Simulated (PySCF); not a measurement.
# FH7OSi3 (SMILES F[SiH2][SiH2]O[SiH3]): what the fields show

The calculation's input:

```
{"job": {"kind": "uv", "xc": "CAM-B3LYP", "basis": "def2-SVPD", "nstates": 8, "ntriplets": 3}, "charge": 0, "multiplicity": 1}
F     -3.152630    -1.657316     0.466011
Si    -2.227279    -0.345822     0.243709
Si    -0.052930    -1.065325     0.360269
O      0.815027     0.271257     0.041327
Si     2.085832     1.235219    -0.230503
H     -2.714864     0.556536     1.289834
H     -2.716705     0.165389    -1.038840
H      0.403661    -1.557734     1.668922
H      0.352481    -2.074208    -0.630400
H      1.499057     2.421891    -0.847848
H      3.009586     0.533949    -1.119151
H      2.699962     1.515477     1.064802
```

Command:

```sh
OMP_NUM_THREADS=1 python probes_run.py task.json out
```

Geometry: GFN2-xTB.

These are results of CAM-B3LYP/def2-SVPD, SCF density, gas phase in PySCF, not measurements.

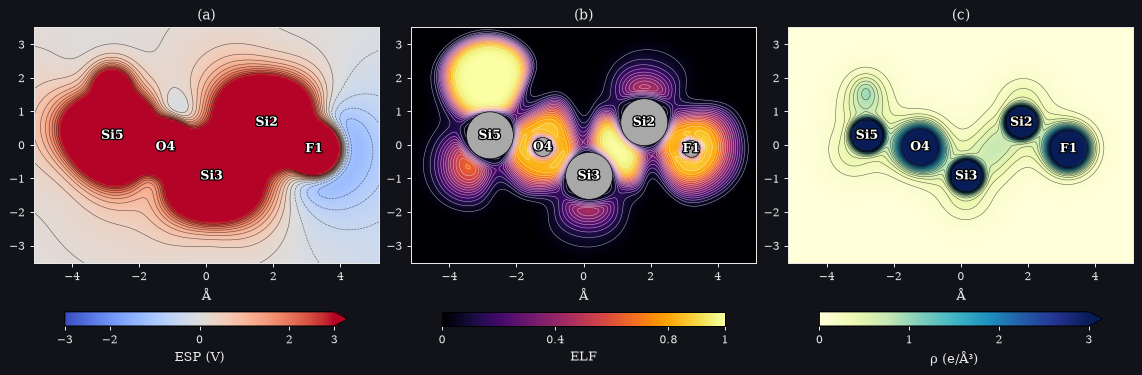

Figure 1. (a) electrostatic potential; (b) electron localisation function; (c) total electron density on the plane of atoms Si2, Si3 and O4. Grey discs cover the atomic cores in the ELF map.

**What does the map show?**

Atoms in the plane: F, Si and O.
Si–O (1.62 Å): the density is about 1.1 e/Å³ at the midpoint; the ELF peaks at about 0.85 between the atoms; a polar covalent bond.
Si–F (1.62 Å): ρ at the midpoint is about 1 e/Å³; the ELF peaks at about 0.85 in the valence shell of F, 0.6 Å from its nucleus, and is about 0.45 at the midpoint.
Si–Si (2.29 Å): the density is about 0.74 e/Å³ at the midpoint; the ELF peaks at about 1 between the atoms: localised, covalent bonding.
The ELF also peaks beside F1 and O4, away from the bonds: lone-pair regions.
Outside the dense part of the molecule the potential is most negative (−1.3 V) near F1.

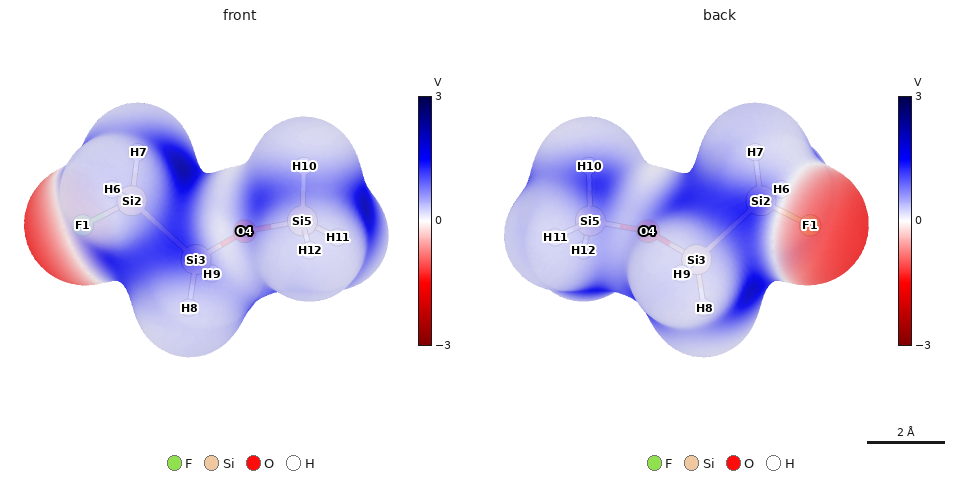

Figure 2. The electrostatic potential painted on the density surface at 0.002 e/bohr³, seen from the front and from behind; red is negative and blue positive.

**Describe the electrostatic potential map.**

The most negative region (about −1.2 V) lies over F1, the most positive (about +2.0 V) over Si2 and Si5.

**What dipole moment does the calculation give?**

Its dipole moment is 2.02 D.
